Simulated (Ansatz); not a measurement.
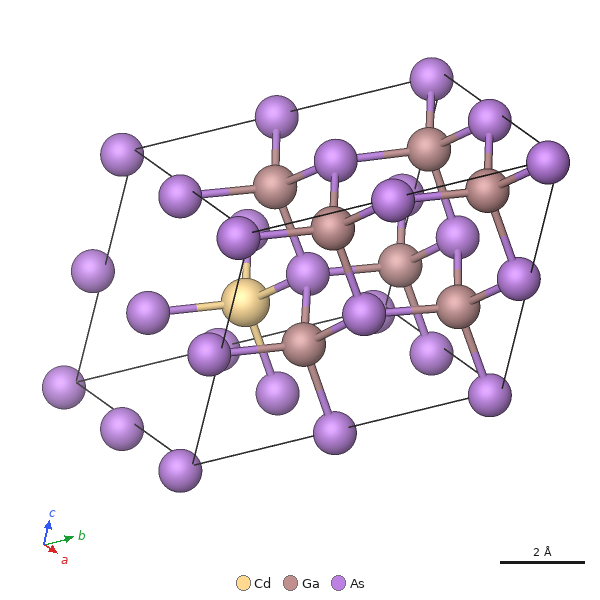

Ball-and-stick drawing of the structure, looking slightly off an axis. Lines trace the edges of the supercell. The host is GaAs, in a cell of 16 sites, and the cell is neutral.

> Spot the defect.

Cadmium on a gallium site (a substitutional impurity). It is bonded to four As in a tetrahedral arrangement at about 2.5 Å.

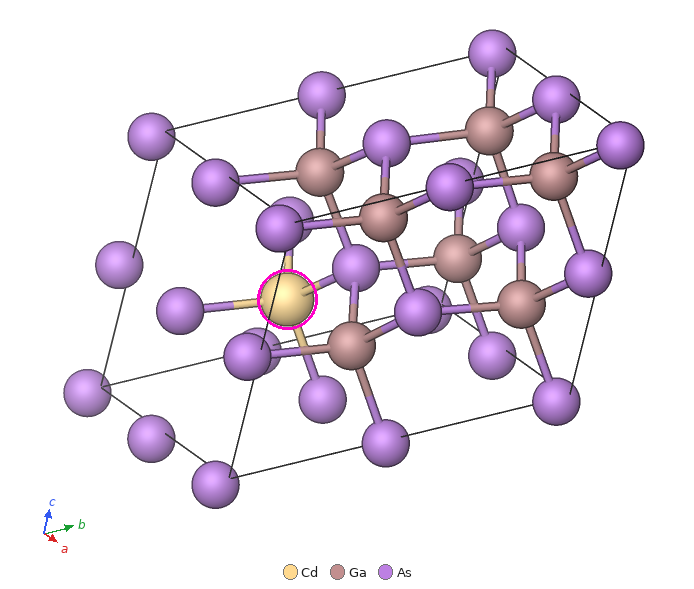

The same cell with a ring at the defect's site.

The atoms were relaxed in the host's cell with DFT LDA, scalar-relativistic, plane waves, PAW in Ansatz.
